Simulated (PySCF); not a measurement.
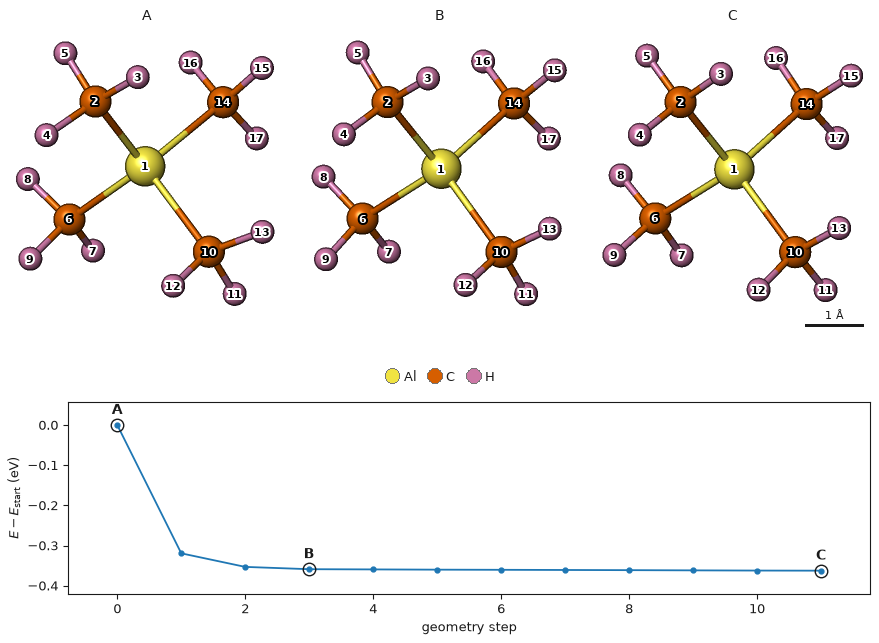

Frames of a relaxation of C4H12Al (charge −1), marked on the history of the run. A ball-and-stick model, seen at a tilt.

The start comes from GFN2-xTB. Its atoms were then displaced at random by about 0.03 Å.

All numbers below come from PySCF, PBE0-D3(BJ)/def2-SVP geometry optimisation, gas phase. 

What happens along the run?

The atom that moves furthest after the best rigid fit is H13 (0.19 Å). Largest moves by element: H 0.19 Å, Al 0.11 Å, C 0.06 Å. Near-neighbour distances that change, for instance: Al1–C10 2.133 → 2.033 Å, C2–H4 1.175 → 1.107 Å, C10–H13 1.164 → 1.107 Å, C14–H15 1.062 → 1.107 Å. Bond angles that change, for instance: Al1–C14–H15 118.5° → 112.6°, H11–C10–H13 100.7° → 106.5°, Al1–C14–H16 106.7° → 112.1°. The energy falls by 0.363 eV in 11 geometry steps. From step 0 to 3: H13 moves most (0.12 Å), energy −0.359 eV. From step 3 to 11: H11 moves most (0.13 Å), energy −0.004 eV.

```json
{"step": "0", "E − E(0), eV": "0.0000"}
{"step": "1", "E − E(0), eV": "-0.3195"}
{"step": "2", "E − E(0), eV": "-0.3532"}
{"step": "3", "E − E(0), eV": "-0.3590"}
{"step": "4", "E − E(0), eV": "-0.3595"}
{"step": "5", "E − E(0), eV": "-0.3601"}
{"step": "6", "E − E(0), eV": "-0.3605"}
{"step": "7", "E − E(0), eV": "-0.3609"}
{"step": "8", "E − E(0), eV": "-0.3613"}
{"step": "9", "E − E(0), eV": "-0.3619"}
{"step": "10", "E − E(0), eV": "-0.3624"}
{"step": "11", "E − E(0), eV": "-0.3627"}
```

Limits of the set-up: the basis has no diffuse functions, which an anion needs.
